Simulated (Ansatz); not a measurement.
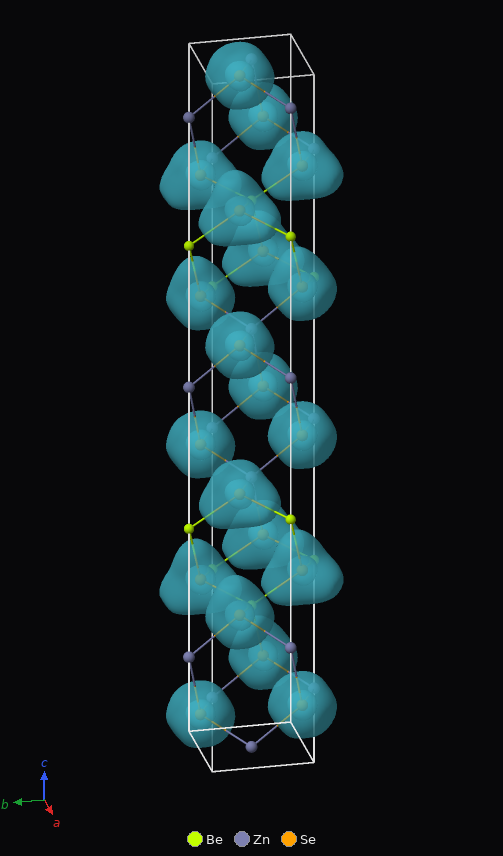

Figure. Be$_{2}$Zn$_{3}$Se$_{5}$. Isosurface of the electron localisation function at 0.65 (cyan), seen at an oblique angle. Core shells and regions of very low density are left out. Sticks mark near contacts.

Space group I-4m2; a structure generated by program, which may or may not match a known phase.

The calculation used Ansatz, DFT PBE, scalar-relativistic, plane waves, PAW.

The calculation's input:

```
crystal:
  lattice:
    - [-1.9389388407, 1.9389388407, 13.9317038241]
    - [1.9389388407, -1.9389388407, 13.9317038241]
    - [1.9389388407, 1.9389388407, -13.9317038241]
  atoms:
    - { symbol: Be, position: [0.7056318682, 0.7056318682, 0.0] }
    - { symbol: Be, position: [0.2943681318, 0.2943681318, 0.0] }
    - { symbol: Zn, position: [0.8922733141, 0.8922733141, 0.0] }
    - { symbol: Zn, position: [0.5, 0.5, 0.0] }
    - { symbol: Zn, position: [0.1077266859, 0.1077266859, 0.0] }
    - { symbol: Se, position: [0.25, 0.75, 0.5] }
    - { symbol: Se, position: [0.8379371039, 0.3379371039, 0.5] }
    - { symbol: Se, position: [0.4461133076, 0.9461133076, 0.5] }
    - { symbol: Se, position: [0.0538866924, 0.5538866924, 0.5] }
    - { symbol: Se, position: [0.6620628961, 0.1620628961, 0.5] }
basis:
  ecutwfc: 420
kpoints:
  mp_grid: { grid: [10, 10, 10] }
hamiltonian:
  xc: pbe
scf:
  occupations: { method: fixed }
output:
  forces: true
  stress: true
  eigenvalues: true
  write_density: true
  write_potential: true
  elf: true
  volumetric_format: npy
relax:
  adjacent_minimum: "off"
  f_tol: 0.001
  max_steps: 60
  cell: { stress_tol: 0.01 }
```

Run with:

```sh
ansatz run input.yaml --threads 4 --pin off --max-ram 8192MiB --backend cpu --events-out ev --progress --plain --runs-dir out
```

Below, planes, directions and counts refer to the conventional cell (a = 3.88 Å, b = 3.88 Å, c = 27.86 Å, α = 90.00°, β = 90.00°, γ = 90.00°).

Q: What do the ELF domains correspond to?

A: The ELF exceeds this value in ten regions wrapped around Se (the valence shell of each), counted in one cell of 20 atoms. Any copies at cell faces, edges or corners count once. Along the contacts the grid gives the following. Be–Se (2.29 Å): the ELF peaks at about 0.90 between the atoms (a shared but strongly polarised pair). Zn–Se (2.45 Å): the ELF is about 0.60 at the midpoint.
